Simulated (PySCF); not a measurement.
C7H8O2S, SMILES c1(ccc(s1)C(C)=O)OC at its GFN2-xTB optimised geometry (Å):

```
18

C     -2.3713    -2.6379    -0.0032
O     -0.9726    -2.8192     0.0011
C     -0.2163    -1.7180     0.0000
C      1.1578    -1.7180     0.0000
C      1.6888    -0.4244     0.0000
C      0.7363     0.5650     0.0001
C      0.8571     2.0101     0.0037
C      2.2705     2.5489     0.0026
O     -0.1182     2.7343     0.0070
S     -0.8711    -0.1150     0.0000
H     -2.8064    -3.6349     0.0019
H     -2.6968    -2.0837     0.8825
H     -2.6924    -2.0950    -0.8976
H      1.7390    -2.6209     0.0005
H      2.7453    -0.2256    -0.0003
H      2.7953     2.2118    -0.8884
H      2.8064     2.1906     0.8784
H      2.2386     3.6349     0.0153
```

Computed with PBE0/def2-SVP (PySCF). Cells within 0.4 Å of a nucleus heavier than hydrogen are left out (blank, or x).

Map of the electron localisation function on the plane z = 0.0 Å:

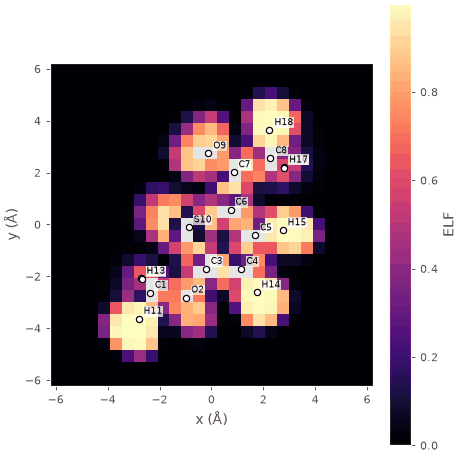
Fig. 1. Electron localisation function on the plane z = 0.0 Å.
